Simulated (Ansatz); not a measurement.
# Simulated XPS, UPS and emission spectra of FeNi3, part 2 of 4

Wanted: projected DOS of FeNi3, weighted into photoemission and X-ray emission spectra, at several levels of theory.

Ansatz 0.2.0; DFT, PBE, plane-wave PAW, default files, scalar-relativistic (the session's first sound run).

So far: The starting structure; The base run.

## 2. The base run (continued)

Share of each shell in the spectrum's area (%), by photon energy:

| shell | 21.2 eV | 150 eV | 1486.7 eV | 8047.8 eV |
| --- | --- | --- | --- | --- |
| Ni 4s | 0.3 | 0.3 | 4.0 | 39.7 |
| Ni 3d | 70.6 | 82.8 | 82.4 | 42.4 |
| Fe 4s | 0.2 | 0.1 | 1.2 | 11.3 |
| Fe 3d | 28.6 | 16.8 | 12.0 | 5.5 |

Cross sections used, in Mb an electron:

| shell | 21.2 eV | 150 eV | 1486.7 eV | 8047.8 eV |
| --- | --- | --- | --- | --- |
| Ni 4s | 0.034 | 0.015 | 3.6e-4 | 9.4e-6 |
| Ni 3d | 0.56 | 0.45 | 6.8e-4 | 8.4e-7 |
| Fe 4s | 0.051 | 0.015 | 3.2e-4 | 7.8e-6 |
| Fe 3d | 0.89 | 0.37 | 3.9e-4 | 4.3e-7 |

At the Fermi level the DOS is 3.40 states/eV a cell, and on the broadened curves Ni 3d holds 80 % of the total there.

## 3. With LDA

This step: DFT, LDA, plane-wave PAW, default files, scalar-relativistic (Ansatz 0.2.0).

The run is repeated with LDA on the same cell, to see how much the levels hang on the functional.

input.yaml reads:

```yaml
crystal:
  lattice:
    - [3.545, 0.0, 0.0]
    - [0.0, 3.545, 0.0]
    - [0.0, 0.0, 3.545]
  atoms:
    - { symbol: Ni, position: [0.5, 0.5, 0.0], spin: 1.0 }
    - { symbol: Ni, position: [0.5, 0.0, 0.5], spin: 1.0 }
    - { symbol: Ni, position: [0.0, 0.5, 0.5], spin: 1.0 }
    - { symbol: Fe, position: [0.0, 0.0, 0.0], spin: 3.0 }
magnetization:
  spin_polarized: true
kpoints:
  mp_grid: { grid: [10, 10, 10] }
  band_path:
    path:
      - [[0.0, 0.0, 0.0], [0.0, 0.5, 0.0], [0.5, 0.5, 0.0], [0.0, 0.0, 0.0], [0.5, 0.5, 0.5], [0.0, 0.5, 0.0]]
      - [[0.5, 0.5, 0.5], [0.5, 0.5, 0.0]]
    npoints: 15
scf:
  occupations: { method: fermi_dirac, width: 0.05 }
  n_extra_bands: 12
hamiltonian:
  xc: lda
  pseudopotentials: { kind: paw }
output:
  forces: true
  stress: true
  dos:
    projected: true
    de: 0.05
    e_range: [-28, 12]
    nscf_kmesh: { grid: [18, 18, 18] }
  fatbands: true
```

The run is started by

```bash
$ ansatz run input.yaml --threads 2 --pin off --max-ram 6144MiB --backend cpu --events-out ev --progress --plain --runs-dir out
```

Numbers of over 12 decimals in the logs are rounded to 6 here.

The program printed:

```text
[...]
Crystal: 4 atoms, lattice volume = 44.550 Å³
Basis set: ecut = 420 eV, 895 PW (Γ)
Bands: 47, of which v1, the nominal top of the filled ones, is band 35 counted from 1 (34 counted from 0)
Symmetry: 48 space group operations
[...]
k-points: 56 of 1000
[...]
Starting moments: Σ|m| = 6 μB on 4 of 4 sites
[...]
SCF iter   1: F=—  HF=-21738.248223 eV  |F-HF|=—  |Δ(HF+E_count)|=         —  Δρ=7.49e-2 (↑4.99e-2 ↓7.49e-2)  dr2=4.03e0  dr2_m=1.14e-1  M=5.423 μB ∫|m|=5.633 μB  β_m=0.30  ethr=3.10e-3  ⟨swp⟩=5.4  Hψ=17235  notcnv=0  defer=49
[...]
SCF iter  14: F=-21740.150476 eV  HF=-21740.150476 eV  |F-HF|=2.85e-8  |Δ(HF+E_count)|=   1.17e-9  Δρ=7.50e-6 (↑1.47e-6 ↓7.50e-6)  dr2=3.17e-8  dr2_m=3.96e-9  M=4.695 μB ∫|m|=5.035 μB  ethr=2.00e-11  ⟨swp⟩=7.2  Hψ=20655  notcnv=0
SCF 1 converged in 14 iterations: F = -21740.150476 eV  dr2 = 3.17e-8
[...]
NSCF: frozen V_eff on 92 k-points
[...]
SCF converged after 14 iterations
Magnetization: 4.6952 μB (37.3476 up, 32.6524 down)
Absolute magnetization: 5.0380 μB (∫|ρ↑−ρ↓|, with the PAW one-centre terms)
[...]
Per-site moments (μB) at R_I (Å): [(0.650873, 1.034011), (0.650873, 1.034011), (0.650873, 1.034011), (2.832272, 1.034011)]
Free energy (F): -21740.150476 eV
[...]
Internal energy: -21740.125049 eV  (E = F + TS)
E sigma→0 (E₀):  -21740.137763 eV
Entropy (-TS):   -0.025427 eV (-6.357 meV/atom)
Fermi energy:    17.785271 eV
[...]
--- Stress (GPa, compression-positive) ---
      -17.218040      -0.000000       0.000000
        0.000000     -17.218040       0.000000
       -0.000000       0.000000     -17.218040
  P = ⅓ Tr σ = -17.2180 GPa (-172.180 kbar)
--- Band table (eV; the first three rows and the last of 112) ---
  k-point 0 ↑: bands = [... 31 lower, 17.1833, 17.1833, 17.1833, 17.2510, 17.2510, 17.2510, 19.9395, 19.9395, ... 8 higher]
  k-point 1 ↑: bands = [... 31 lower, 16.9906, 17.0251, 17.1560, 17.1560, 17.1834, 17.2511, 19.2915, 20.3526, ... 8 higher]
  k-point 2 ↑: bands = [... 31 lower, 16.8392, 16.9636, 16.9636, 16.9742, 17.1836, 17.2514, 17.9685, 21.2956, ... 8 higher]
  k-point 55 ↓: bands = [... 31 lower, 17.4145, 17.8284, 17.8284, 17.8284, 18.5973, 18.5973, 18.5973, 18.8286, ... 8 higher]
```

Run time: 37 s. Hardware: 2 threads of Arm Neoverse V1, shared host; peak memory 0.64 GiB.

Numbers from this step:

```
free energy                                    : -21740.1505 eV
energy at zero smearing                        : -21740.1378 eV
smearing term TS                               : 0.02543 eV
Fermi energy                                   : 17.79 eV
magnetization                                  : 4.695 μB
absolute magnetization                         : 5.038 μB
site moments                                   : 0.6509, 0.6509, 0.6509, 2.832 μB
pressure                                       : -17.22 GPa
share of occupied states in no projected shell : 0.0233 of the occupied states in the window
DOS at the Fermi level                         : 3.354 states/eV/cell
```

The electronic bands at the labelled points (eV, zero at the Fermi level; # counts the bands kept):

| point | up #21 | up #22 | up #23 | up #24 | down #13 | down #14 | down #15 | down #17 |
| --- | --- | --- | --- | --- | --- | --- | --- | --- |
| Γ | -0.53 | 2.15 | 2.15 | 2.15 | 0.00 | 0.25 | 0.25 | 0.94 |
| X | -0.60 | -0.53 | 7.45 | 7.45 | -0.97 | -0.97 | -0.84 | -0.13 |
| M | 0.78 | 0.78 | 0.85 | 0.87 | -1.20 | -1.18 | -1.18 | -0.71 |
| Γ | -0.53 | 2.15 | 2.15 | 2.15 | 0.00 | 0.25 | 0.25 | 0.94 |
| R | -0.56 | -0.56 | -0.56 | -0.44 | -0.45 | -0.37 | -0.37 | 0.04 |
| X | -0.60 | -0.53 | 7.45 | 7.45 | -0.97 | -0.97 | -0.84 | -0.13 |
| jump to R | -0.56 | -0.56 | -0.56 | -0.44 | -0.45 | -0.37 | -0.37 | 0.04 |
| M | 0.78 | 0.78 | 0.85 | 0.87 | -1.20 | -1.18 | -1.18 | -0.71 |

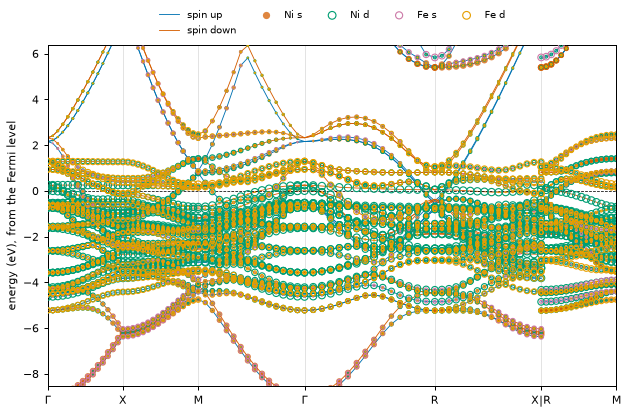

Electronic bands along the path; the two colours are the two spins; dots are coloured as in the legend, and their area grows with the weight.

The DOS has structure finer than the step of the table below, so its rows give means over 1 eV, whole bins alone (the curve runs from -10.6 to 12.0 eV). Peaks (eV: height): total -2.4: 11.2, -1.5: 12.5, -0.8: 14.2, 0.3: 7.38; Ni 3d -2.4: 8.46, -1.5: 10.2, -0.8: 11.8, 0.3: 3.03; Fe 3d -3.9: 2.20, -2.4: 2.16, -0.8: 2.04, 0.4: 4.01; Ni 4s -5.0: 0.759, 1.3: 0.392, 6.6: 0.514, 9.8: 0.359; Fe 4s -4.1: 0.238, -0.7: 0.0966, 2.6: 0.135, 6.9: 0.153.

* holds the states left over by the projection beside any projected weight of its own, shared among the starred shells. DOS against E, zero at the Fermi level; means over each step; values in states/eV/cell:

| E (eV) | total | Ni 3d | Fe 3d | Ni 4s | Fe 4s | Ni 4p* | Fe 4p* |
| --- | --- | --- | --- | --- | --- | --- | --- |
| -10 | 0 | 0 | 0 | 0 | 0 | 0 | 0 |
| -9 | 0.0794 | 6.9e-5 | 3.7e-5 | 0.0569 | 0.0221 | 1.7e-4 | 8.6e-5 |
| -8 | 0.302 | 0.00239 | 0.00130 | 0.216 | 0.0799 | 0.00165 | 8.6e-4 |
| -7 | 0.486 | 0.0168 | 0.00926 | 0.336 | 0.117 | 0.00437 | 0.00215 |
| -6 | 0.775 | 0.0865 | 0.0498 | 0.484 | 0.142 | 0.00906 | 0.00424 |
| -5 | 2.30 | 0.796 | 0.596 | 0.679 | 0.191 | 0.0245 | 0.00931 |
| -4 | 5.35 | 3.02 | 1.58 | 0.441 | 0.191 | 0.0819 | 0.0279 |
| -3 | 7.69 | 5.67 | 1.51 | 0.191 | 0.0651 | 0.190 | 0.0644 |
| -2 | 9.37 | 7.34 | 1.47 | 0.202 | 0.0523 | 0.226 | 0.0763 |
| -1 | 10.2 | 8.44 | 1.38 | 0.134 | 0.0743 | 0.132 | 0.0440 |
| 0 | 4.02 | 2.36 | 1.31 | 0.175 | 0.0591 | 0.0859 | 0.0287 |
| 1 | 3.39 | 1.32 | 1.49 | 0.322 | 0.0777 | 0.142 | 0.0476 |
| 2 | 1.05 | 0.233 | 0.176 | 0.258 | 0.0849 | 0.221 | 0.0739 |
| 3 | 1.13 | 0.177 | 0.160 | 0.246 | 0.111 | 0.323 | 0.108 |
| 4 | 0.858 | 0.0989 | 0.0669 | 0.169 | 0.0640 | 0.344 | 0.115 |
| 5 | 0.629 | 0.0527 | 0.0315 | 0.100 | 0.0328 | 0.309 | 0.103 |
| 6 | 0.815 | 0.0608 | 0.0291 | 0.304 | 0.0740 | 0.261 | 0.0870 |
| 7 | 1.23 | 0.0746 | 0.0407 | 0.400 | 0.134 | 0.432 | 0.144 |
| 8 | 1.02 | 0.0430 | 0.0204 | 0.170 | 0.0669 | 0.543 | 0.181 |
| 9 | 1.00 | 0.0308 | 0.0131 | 0.138 | 0.0412 | 0.584 | 0.195 |
| 10 | 1.36 | 0.0339 | 0.0142 | 0.301 | 0.0800 | 0.697 | 0.232 |
| 11 | 1.47 | 0.0262 | 0.0106 | 0.212 | 0.0615 | 0.872 | 0.291 |

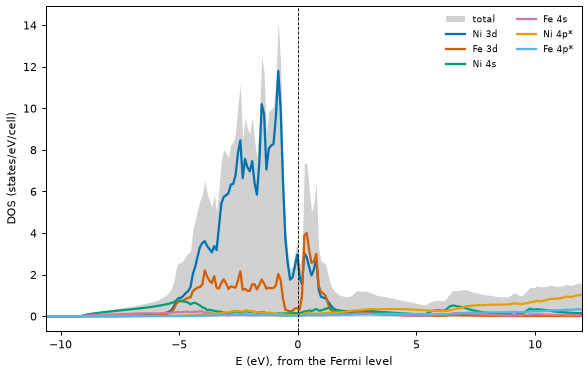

DOS against E.

This run's widths, added to any smearing of the DOS itself: Gaussian 0.15 eV, Lorentzian 0.05 eV plus 0.03 an eV of depth. The intensity by binding energy, zero at the Fermi level; values in % of the maximum within 13 eV:

| binding energy (eV) | 21.2 eV | 60 eV | 1486.7 eV | 5950 eV | 8047.8 eV |
| --- | --- | --- | --- | --- | --- |
| 0 | 14.7 | 14.8 | 15.3 | 20.0 | 22.5 |
| 2 | 72.8 | 71.8 | 71.8 | 79.5 | 82.2 |
| 4 | 46.2 | 43.0 | 40.9 | 72.2 | 91.1 |
| 6 | 2.55 | 2.16 | 5.08 | 40.3 | 62.5 |
| 8 | 0.530 | 0.395 | 1.86 | 18.5 | 29.0 |
| 10 | 0.128 | 0.118 | 0.168 | 0.826 | 1.24 |

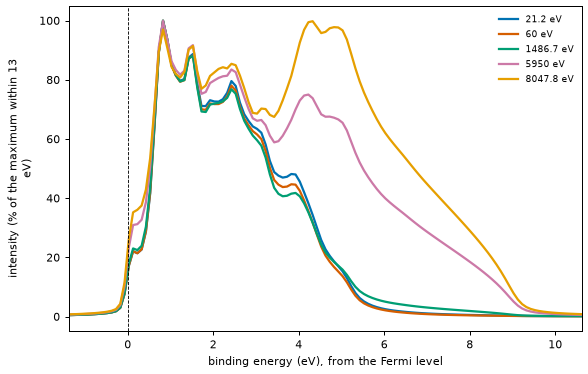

Intensity, plotted against binding energy.

Spectra as before, but with a recipe of its own (widths, and in some runs the light), which changes peak heights and what is resolved: Gaussian 0.15 eV, Lorentzian 0.05 eV plus 0.03 times the binding energy, unpolarised light, analyser at 90°, Fermi edge at 300 K; some photon energies differ too.

The two runs compared:

| quantity | this run | base run | difference |
| --- | --- | --- | --- |
| DOS at the Fermi level (states/eV/cell) | 3.3539 | 3.3997 | -0.0458 |

## 4. Antiparallel moments

This step: DFT, PBE, plane-wave PAW, default files, scalar-relativistic (Ansatz 0.2.0).

The spectrum can hang on the magnetic order, so an antiparallel start is tried.

input.yaml, the sections that differ from step 3:

```yaml
crystal:
  lattice:
    - [3.545, 0.0, 0.0]
    - [0.0, 3.545, 0.0]
    - [0.0, 0.0, 3.545]
  atoms:
    - { symbol: Ni, position: [0.5, 0.5, 0.0], spin: 1.0 }
    - { symbol: Ni, position: [0.5, 0.0, 0.5], spin: -1.0 }
    - { symbol: Ni, position: [0.0, 0.5, 0.5], spin: 1.0 }
    - { symbol: Fe, position: [0.0, 0.0, 0.0], spin: -3.0 }
hamiltonian:
  xc: pbe
  pseudopotentials: { kind: paw }
# magnetization, kpoints, scf, output: as in step 3
```

The program printed:

```text
[...]
Crystal: 4 atoms, lattice volume = 44.550 Å³
Basis set: ecut = 420 eV, 895 PW (Γ), exchange–correlation on 48×48×48 points (8 copies of the dense FFT grid, shifted against one another)
Bands: 47, of which v1, the nominal top of the filled ones, is band 35 counted from 1 (34 counted from 0)
Symmetry: 16 space group operations
[...]
k-points: 126 of 1000
[...]
Starting moments: Σ|m| = 6 μB on 4 of 4 sites
[...]
SCF iter   1: F=—  HF=-21998.710077 eV  |F-HF|=—  |Δ(HF+E_count)|=         —  Δρ=2.15e-1 (↑2.15e-1 ↓1.52e-1)  dr2=2.84e0  dr2_m=1.31e1  M=-5.058 μB ∫|m|=5.266 μB  β_m=0.30  ethr=3.10e-3  ⟨swp⟩=5.2  Hψ=38986  notcnv=0  defer=155
[...]
SCF iter  15: F=-22000.019863 eV  HF=-22000.019863 eV  |F-HF|=8.79e-9  |Δ(HF+E_count)|=   1.91e-9  Δρ=3.72e-6 (↑3.72e-6 ↓1.15e-6)  dr2=9.48e-9  dr2_m=7.64e-10  M=-4.805 μB ∫|m|=5.299 μB  ethr=1.51e-11  ⟨swp⟩=7.4  Hψ=47640  notcnv=0
SCF 1 converged in 15 iterations: F = -22000.019863 eV  dr2 = 9.48e-9
[...]
SCF converged after 15 iterations
Magnetization: -4.8047 μB (32.5976 up, 37.4024 down)
Absolute magnetization: 5.3021 μB (∫|ρ↑−ρ↓|, with the PAW one-centre terms)
[...]
Per-site moments (μB) at R_I (Å): [(-0.682534, 1.034011), (-0.682523, 1.034011), (-0.682534, 1.034011), (-2.910735, 1.034011)]
Free energy (F): -22000.019863 eV
[...]
Internal energy: -21999.994272 eV  (E = F + TS)
E sigma→0 (E₀):  -22000.007068 eV
Entropy (-TS):   -0.025591 eV (-6.398 meV/atom)
Fermi energy:    18.272336 eV
[...]
--- Stress (GPa, compression-positive) ---
       -0.215043       0.000000       0.000000
        0.000000      -0.215076       0.000000
        0.000000       0.000000      -0.215043
  P = ⅓ Tr σ = -0.2151 GPa (-2.151 kbar)
--- Band table (eV; the first three rows and the last of 252) ---
  k-point 0 ↑: bands = [... 31 lower, 18.5618, 19.2850, 19.2850, 19.5456, 19.5456, 19.5456, 20.4402, 20.4402, ... 8 higher]
  k-point 1 ↑: bands = [... 31 lower, 18.5620, 19.1632, 19.2326, 19.2327, 19.2460, 19.5429, 19.9627, 21.0595, ... 8 higher]
  k-point 2 ↑: bands = [... 31 lower, 18.4924, 18.5623, 18.8960, 18.8960, 19.1458, 19.3574, 19.5361, 22.1330, ... 8 higher]
  k-point 125 ↓: bands = [... 31 lower, 17.4286, 17.4286, 17.4556, 17.4556, 17.4556, 17.6707, 17.6707, 17.6707, ... 8 higher]
```

Run time: 77 s. Hardware: 2 threads; peak memory 1.1 GiB.

Numbers from this step:

```yaml
free_energy: -22000.0199 eV
energy_at_zero_smearing: -22000.0071 eV
smearing_term_ts: 0.02559 eV
fermi_energy: 18.27 eV
magnetization: -4.805 μB
absolute_magnetization: 5.302 μB
site_moments: -0.6825, -0.6825, -0.6825, -2.911 μB
symmetry_operations: 16
pressure: -0.2151 GPa
share_of_occupied_states_in_no_projected_shell: 0.0239 of the occupied states in the window
dos_at_the_fermi_level: 3.400 states/eV/cell
```

Electronic bands along the path, in eV, zero at the Fermi level; # counts the bands kept:

| point | up #13 | up #14 | up #17 | up #18 | down #21 | down #22 | down #23 | down #24 |
| --- | --- | --- | --- | --- | --- | --- | --- | --- |
| Γ | 0.00 | 0.29 | 1.02 | 1.02 | -0.65 | 2.15 | 2.15 | 2.15 |
| X | -0.96 | -0.96 | -0.12 | -0.12 | -0.71 | -0.64 | 7.41 | 7.41 |
| M | -1.23 | -1.23 | -0.67 | 0.18 | 0.70 | 0.70 | 0.75 | 0.77 |
| Γ | 0.00 | 0.29 | 1.02 | 1.02 | -0.65 | 2.15 | 2.15 | 2.15 |
| R | -0.60 | -0.56 | 0.07 | 0.07 | -0.60 | -0.60 | -0.60 | -0.48 |
| X | -0.96 | -0.96 | -0.12 | -0.12 | -0.71 | -0.64 | 7.41 | 7.41 |
| jump to R | -0.60 | -0.56 | 0.07 | 0.07 | -0.60 | -0.60 | -0.60 | -0.48 |
| M | -1.23 | -1.23 | -0.67 | 0.18 | 0.70 | 0.70 | 0.75 | 0.77 |

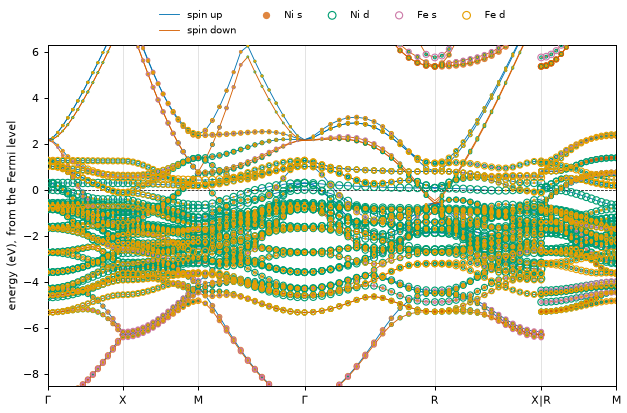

Electronic bands along the path; the two colours are the two spins; dots are coloured as in the legend, and their area grows with the weight.

The DOS has structure finer than the step of the table below, so its rows give means over 2 eV, whole bins alone (the curve runs from -10.6 to 12.0 eV). Peaks (eV: height): total -2.6: 10.9, -1.5: 13.0, -0.9: 14.9, 0.8: 6.94; Ni 3d -2.6: 8.45, -1.5: 10.9, -0.9: 12.6, 0.8: 2.96; Fe 3d -4.0: 2.42, -2.5: 1.93, -0.9: 1.93, 0.4: 3.39; Ni 4s -5.1: 0.766, -4.4: 0.661, 1.3: 0.387, 6.5: 0.512; Fe 4s -4.1: 0.251, -0.7: 0.100, 2.5: 0.139, 6.9: 0.155.

* holds the states left over by the projection beside any projected weight of its own, shared among the starred shells. The DOS by E, zero at the Fermi level; means over each step; values in states/eV/cell:

| E (eV) | total | Ni 3d | Fe 3d | Ni 4s | Fe 4s | Ni 4p* | Fe 4p* |
| --- | --- | --- | --- | --- | --- | --- | --- |
| -8 | 0.313 | 0.00424 | 0.00233 | 0.222 | 0.0813 | 0.00194 | 9.8e-4 |
| -6 | 1.04 | 0.202 | 0.159 | 0.516 | 0.151 | 0.0113 | 0.00488 |
| -4 | 5.22 | 3.05 | 1.47 | 0.420 | 0.161 | 0.0909 | 0.0310 |
| -2 | 9.51 | 7.59 | 1.40 | 0.183 | 0.0559 | 0.215 | 0.0724 |
| 0 | 5.38 | 3.52 | 1.46 | 0.195 | 0.0679 | 0.102 | 0.0340 |
| 2 | 1.36 | 0.341 | 0.341 | 0.278 | 0.0949 | 0.232 | 0.0773 |
| 4 | 0.850 | 0.101 | 0.0732 | 0.162 | 0.0628 | 0.339 | 0.113 |
| 6 | 0.871 | 0.0625 | 0.0327 | 0.297 | 0.0818 | 0.297 | 0.0991 |
| 8 | 1.05 | 0.0456 | 0.0219 | 0.191 | 0.0711 | 0.543 | 0.181 |
| 10 | 1.32 | 0.0317 | 0.0131 | 0.248 | 0.0672 | 0.716 | 0.239 |

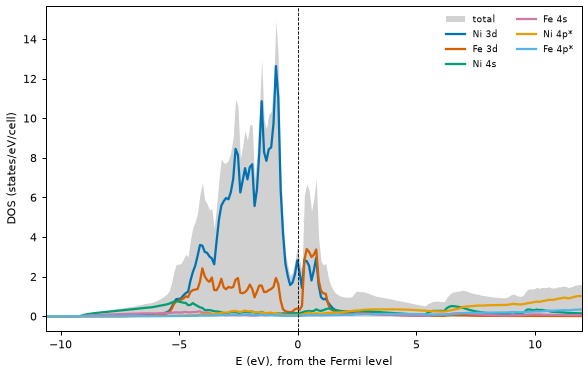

DOS against E.

This run's widths, added to any smearing of the DOS itself: Gaussian 0.6 eV, Lorentzian 0.2 eV plus 0.08 an eV of depth. The intensity by binding energy, zero at the Fermi level; values in % of the maximum within 13 eV:

| binding energy (eV) | 21.2 eV | 100 eV | 150 eV | 1486.7 eV | 8047.8 eV |
| --- | --- | --- | --- | --- | --- |
| -1 | 2.80 | 2.75 | 2.74 | 2.78 | 3.63 |
| 0 | 20.0 | 20.0 | 20.0 | 20.5 | 27.2 |
| 1 | 96.0 | 96.3 | 96.3 | 96.4 | 96.5 |
| 2 | 88.8 | 87.5 | 87.2 | 87.2 | 93.8 |
| 3 | 75.9 | 72.5 | 71.7 | 71.2 | 84.4 |
| 4 | 51.8 | 46.1 | 44.8 | 45.0 | 86.6 |
| 5 | 22.6 | 19.4 | 18.7 | 21.3 | 84.8 |
| 6 | 6.09 | 5.23 | 5.09 | 7.97 | 60.0 |
| 7 | 2.43 | 2.08 | 2.04 | 4.27 | 42.2 |
| 8 | 1.30 | 1.11 | 1.10 | 2.57 | 27.4 |
| 9 | 0.781 | 0.684 | 0.674 | 1.31 | 12.1 |
| 10 | 0.515 | 0.467 | 0.460 | 0.637 | 3.80 |

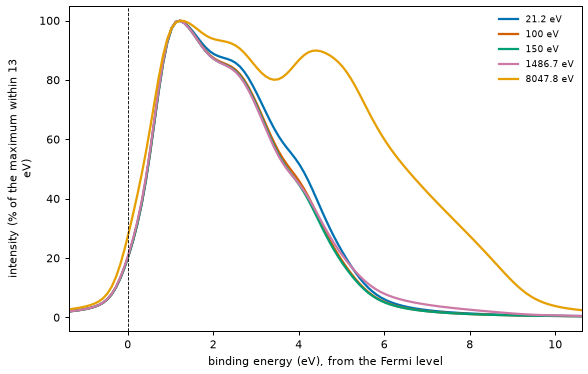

Intensity against binding energy.

Maxima picked by a test of local sharpness, so broad peaks and shoulders can be missing; peaks within 0.45 eV of a curve's cut are left out. Valence peaks, by row:

| photon energy (eV) | binding energy (eV) | height (% of the maximum within 13 eV) | main shell | its share (%) |
| --- | --- | --- | --- | --- |
| 21.2 | 1.2 | 100 | Ni 3d | 79.31 |
| 100 | 1.2 | 100 | Ni 3d | 86.8 |
| 150 | 1.2 | 100 | Ni 3d | 88.42 |
| 1487 | 1.2 | 100 | Ni 3d | 90.19 |
| 8048 | 4.4 | 89.91 | Ni 4s | 55.57 |
| 8048 | 1.25 | 100 | Ni 3d | 71.38 |

Spectra as before, but with a recipe of its own (widths, and in some runs the light), which changes peak heights and what is resolved: Gaussian 0.6 eV, Lorentzian 0.2 eV plus 0.08 times the binding energy, linear light, analyser at 54.7°, Fermi edge at 77 K; some photon energies differ too.

No antiparallel state was reached.

(Continued in part 3 of 4.)

[Logs are printed without paths, hosts, clocks, repeated set-up lines and the standing remarks that a program may print on its own settings, such as how far it seeks lower states.]

[Hosts, paths, dates, database ids (printed as entryN), source tags and the programs' standing remarks are cut or masked in the printed files.]

[Maps of the electrostatic potential energy from Ansatz leave out the sawtooth potential of an applied field or a dipole correction, so their vacuum need not be flat; work functions include it.]

[Peak lists hold at most the 14 tallest peaks of each spectrum; further lines can be left out.]
